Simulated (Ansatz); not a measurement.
# CH2NOSi (SMILES O=C=N[SiH2]) at USVWN5/6-311+G(d,p)

Aim: the vertical doublet–quartet gap of CH2NOSi at USVWN5/6-311+G**, from 2 runs. 

The calculation is run with Ansatz 0.2.0.

93 further runs of the same task are left out: 93 set aside as unsound or not needed.

## 1. The molecule

CH2NOSi: 6 atoms, total charge 0, spin state doublet. SMILES: `O=C=N[SiH2]`. Geometry: relaxed at PBE0-D4/def2-TZVP.

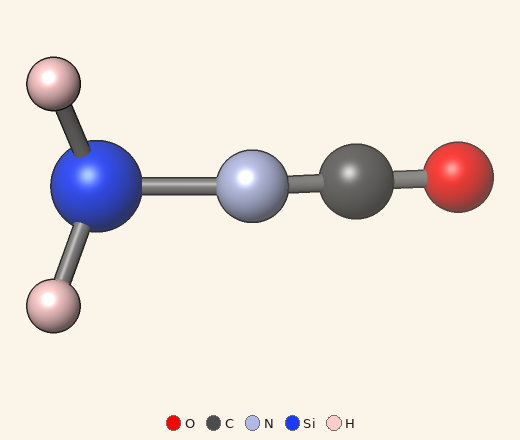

Viewed from a chosen angle; oxygen red, carbon dark grey, nitrogen light blue, silicon blue, hydrogen pink.

## 2. A single-point energy at USVWN5/6-311+G(d,p)

File run.yaml:

```yaml
crystal:
  periodic: [false, false, false]
  atoms:
    - symbol: O
      position_ang: [1.089700, -2.025700, 1.610400]
    - symbol: C
      position_ang: [0.648500, -1.177800, 0.945400]
    - symbol: N
      position_ang: [0.216300, -0.284900, 0.279200]
    - symbol: Si
      position_ang: [-0.683300, 0.591600, -0.875300]
    - symbol: H
      position_ang: [0.261300, 1.214200, -1.839100]
    - symbol: H
      position_ang: [-1.490500, 1.618700, -0.166800]
basis:
  gaussian:
    orbitals: 6-311+G_st__st_-spherical.json
magnetization:
  spin_polarized: true
  initial_magnetization: 1
hamiltonian:
  xc: {name: SVWN5}
accuracy: high
output: {orbitals: {seedname: orbitals}}
```

The basis set 6-311+G** is read from a file made from the Basis Set Exchange's data (not shown).

Launch:

```sh
$ ansatz run run.yaml --threads 1 --pin off --max-ram 3480MiB --events-out events.jsonl --progress --plain --runs-dir runs
```

Log:

```text
Warning: RAYON_NUM_THREADS=1 ignored (pool sized by the plan → 1); use --threads N
Functional definition: SVWN5
  name "SVWN5"
  exchange = slater_x
  correlation = vwn5_c
1828 factors; integrals over basis functions are off by at most 6.0e-9 eV
mean field evaluation 1: about -12408.1343 eV, gradient 5.0e1 eV
mean field evaluation 2: about -12370.2669 eV, gradient 9.4e1 eV
mean field evaluation 4: about -12417.3400 eV, gradient 8.6e0 eV
mean field evaluation 8: about -12417.7331 eV, gradient 4.4e-1 eV
mean field evaluation 16: about -12417.7327 eV, gradient 8.5e-5 eV
mean field -12417.73270243 eV, -456.3432597727 hartree, gradient 8.5e-8 eV, S^2 0.750969; 0 other end points of the search recorded, 0 dependent functions left out
reference -12417.73270733 eV, -456.3432599527 hartree; 19, 18 occupied and 89, 90 virtual orbitals, 1828 factors
Total energy: -12417.73270733 eV, -456.3432599527 hartree
```

Run time: 5.7 s. Hardware: 1 thread of Arm Neoverse V1, shared host; peak memory 0.27 GiB.

## 3. The quartet at the same level

run.yaml: that of step 2 with these lines changed.

```diff
@@ -16,9 +16,5 @@
 basis:
-  gaussian:
-    orbitals: 6-311+G_st__st_-spherical.json
-magnetization:
-  spin_polarized: true
-  initial_magnetization: 1
-hamiltonian:
-  xc: {name: SVWN5}
+  gaussian: {orbitals: 6-311+G_st__st_-spherical.json}
+magnetization: {spin_polarized: true, initial_magnetization: 3}
+hamiltonian: {xc: {name: SVWN5}}
 accuracy: high
```

The basis set 6-311+G** is read from a file made from the Basis Set Exchange's data (not shown).

Launch:

```sh
$ ansatz run run.yaml --threads 1 --pin off --max-ram 3480MiB --events-out events.jsonl --progress --plain --runs-dir runs
```

Log:

```text
Warning: RAYON_NUM_THREADS=1 ignored (pool sized by the plan → 1); use --threads N
[... 4 set-up lines as earlier in the session ...]
1828 factors; integrals over basis functions are off by at most 6.0e-9 eV
mean field evaluation 1: about -12392.0569 eV, gradient 6.2e1 eV
mean field evaluation 2: about -12011.0000 eV, gradient 2.1e2 eV
mean field evaluation 4: about -12373.3626 eV, gradient 8.6e1 eV
mean field evaluation 8: about -12409.9906 eV, gradient 1.2e1 eV
mean field evaluation 16: about -12411.2447 eV, gradient 6.6e-2 eV
mean field evaluation 32: about -12409.6214 eV, gradient 8.6e0 eV
mean field evaluation 64: about -12410.2683 eV, gradient 5.0e0 eV
mean field -12411.24824571 eV, -456.1049603835 hartree, gradient 8.4e-8 eV, S^2 3.751808; 8 other end points of the search recorded, 0 dependent functions left out
reference -12411.24824939 eV, -456.1049605189 hartree; 20, 17 occupied and 88, 91 virtual orbitals, 1828 factors
Total energy: -12411.24824939 eV, -456.1049605189 hartree
```

Wall time 16 s (1 thread of Arm Neoverse V1, shared host); peak memory 0.31 GiB.

## 4. Summary of results

At USVWN5/6-311+G**:

```
                                        quantity          value
                           doublet: total energy  -456.34326 Eh
     doublet: HOMO energy (highest over α and β)       -5.32 eV
      doublet: LUMO energy (lowest over α and β)       -4.19 eV
                                   doublet: ⟨S²⟩          0.751
                           quartet: total energy  -456.10496 Eh
     quartet: HOMO energy (highest over α and β)       -2.03 eV
                                   quartet: ⟨S²⟩          3.752
vertical energy of the quartet above the doublet       6.484 eV
```

At this shape the quartet lies 6.48 eV (150 kcal/mol) above the doublet.
